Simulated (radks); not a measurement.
# Polarisabilities and dispersion coefficients of Ti, Fe³⁺, H and others

Aim: static dipole polarisabilities and C6 coefficients, each species in its NIST ground configuration. After each ground state the linear response is solved; its values go to the run's result record, not to the log. Response by self-consistent Sternheimer equations with the Hartree and adiabatic LDA kernel.

The numbers are computed with radks (a radial shooting solver on a logarithmic mesh, Libxc functionals) version 1 (non-relativistic Kohn-Sham, LDA (Slater exchange, Perdew-Wang correlation), spin-unpolarised, spherical densities, point nucleus), except any that are marked as measured or tabulated.

## Step 1: The atom as given

| Quantity | Value |
| --- | --- |
| species | Ti ([Ar] 3d2 4s2), Fe³⁺ ([Ar] 3d5), H (1s1), Nb²⁺ ([Kr] 4d3), As²⁺ ([Ar] 3d10 4s2 4p1), P³⁺ ([Ne] 3s2), S ([Ne] 3s2 3p4), Cr⁺ ([Ar] 3d5), C²⁺ ([He] 2s2) |

## Step 2: Ti, [Ar] 3d2 4s2

Input:

```text
Z 22
configuration [Ar] 3d2 4s2
relativity non-relativistic
functional lda,pw
spin unpolarised
nucleus point
response adiabatic LDA kernel
```

## Step 3: Fe³⁺, [Ar] 3d5

Input:

```text
Z 26
configuration [Ar] 3d5
relativity non-relativistic
functional lda,pw
spin unpolarised
nucleus point
response adiabatic LDA kernel
```

## Step 4: H, 1s1

Settings, as their differences from step 3:

```diff
@@ -1,3 +1,3 @@
-Z 26
-configuration [Ar] 3d5
+Z 1
+configuration 1s1
 relativity non-relativistic
```

## Step 5: Nb²⁺, [Kr] 4d3

Settings, as their differences from step 4:

```diff
@@ -1,3 +1,3 @@
-Z 1
-configuration 1s1
+Z 41
+configuration [Kr] 4d3
 relativity non-relativistic
```

## Step 6: As²⁺, [Ar] 3d10 4s2 4p1

Settings, as their differences from step 5:

```diff
@@ -1,3 +1,3 @@
-Z 41
-configuration [Kr] 4d3
+Z 33
+configuration [Ar] 3d10 4s2 4p1
 relativity non-relativistic
```

## Step 7: P³⁺, [Ne] 3s2

Input:

```text
Z 15
configuration [Ne] 3s2
relativity non-relativistic
functional lda,pw
spin unpolarised
nucleus point
response adiabatic LDA kernel
```

## Step 8: S, [Ne] 3s2 3p4

Settings, as their differences from step 7:

```diff
@@ -1,3 +1,3 @@
-Z 15
-configuration [Ne] 3s2
+Z 16
+configuration [Ne] 3s2 3p4
 relativity non-relativistic
```

## Step 9: Cr⁺, [Ar] 3d5

Input:

```text
Z 24
configuration [Ar] 3d5
relativity non-relativistic
functional lda,pw
spin unpolarised
nucleus point
response adiabatic LDA kernel
```

## Step 10: C²⁺, [He] 2s2

Settings, as their differences from step 9:

```diff
@@ -1,3 +1,3 @@
-Z 24
-configuration [Ar] 3d5
+Z 6
+configuration [He] 2s2
 relativity non-relativistic
```

Q: Predict the outcome of this session. Wanted: for each run, species; −ε(HOMO); α; α uncoupled; C6; C8; recommended α.

**Answer**, as computed:

| species | −ε(HOMO) (eV) | α (bohr³) | α uncoupled (bohr³) | C6 (hartree bohr⁶) | C8 (hartree bohr⁸) | recommended α (bohr³) |
| --- | --- | --- | --- | --- | --- | --- |
| Ti | 4.549 | 95.68 | 185.2 | 1083 | - | 87 |
| Fe³⁺ | 43.774 | 2.008 | 2.514 | 4.950 | - | - |
| H | 6.353 | 7.542 | 7.576 | 13.46 | 391.6 | 4.50711 |
| Nb²⁺ | 19.594 | 11.41 | 15.97 | 59.35 | - | - |
| As²⁺ | 22.935 | 10.26 | 17.04 | 45.12 | - | - |
| P³⁺ | 45.632 | 6.485 | 11.00 | 16.05 | 217.6 | - |
| S | 7.119 | 21.57 | 32.38 | 149.7 | - | 19.4 |
| Cr⁺ | 10.218 | 16.47 | 21.27 | 62.86 | - | - |
| C²⁺ | 40.152 | 4.257 | 8.030 | 6.518 | 61.70 | - |

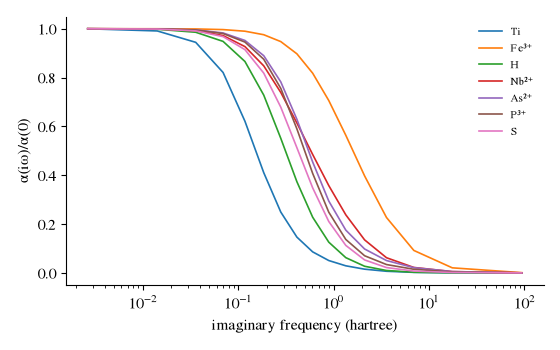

Polarisability at imaginary frequency, each scaled by its static value.

Uncoupled leaves out the potential induced by the response; C6 and C8 are for like pairs. Ti is the most polarisable and Fe³⁺ the least, a factor 47.7 apart. For the pair Ti–Fe³⁺ the Casimir-Polder integral gives C6 = 44.98, the rule 2·Ca·Cb/(Ca·αb/αa + Cb·αa/αb) on the like-pair values 41.45. Against the recommended values (Schwerdtfeger and Nagle, 2023 table) the misses are Ti +10 %, H +67 %, S +11 %. C8 is given only where no p, d or f shell is open. For heavy and open-shell atoms this level can miss by tens of per cent.
